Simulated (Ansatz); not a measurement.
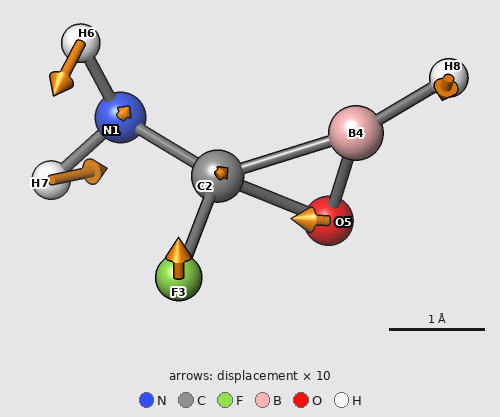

A relaxation of CH$_{3}$BFNO. The starting structure is drawn; orange arrows show the displacements, 10 times their true length. The two geometries are superimposed by the best rigid fit.

Style: ball-and-stick. Shown from a free direction.

The start comes from PBE-D4/def2-SVP.

All numbers below come from RKS PBE0-D4/def2-TZVP in Ansatz. Set-up: force threshold 0.005 eV/Å; at most 150 steps.

Question: Which element moves most?

Answer: Hydrogen: up to 0.082 Å, against 0.048 Å for fluorine.

Question: Describe the change and its energy.

Answer: After 8 accepted moves (9 points after the start) the energy has fallen by 1.04 kcal/mol. The largest force component goes from 1 to 0.0029 eV/Å. The line search rejected the trial step at point 8 of the run. The atom that moves furthest after the best rigid fit is H7 (0.082 Å). Largest moves by element: H 0.082 Å, F 0.048 Å, O 0.045 Å, N 0.018 Å, C 0.016 Å, B 0.006 Å. Some distances before and after: C2–O5 1.514 → 1.462 Å, B4–H8 1.204 → 1.182 Å, C2–B4 1.528 → 1.510 Å, N1–H7 1.028 → 1.013 Å. The run took 31 s on 2 threads of AMD EPYC 7B13, on a shared host.
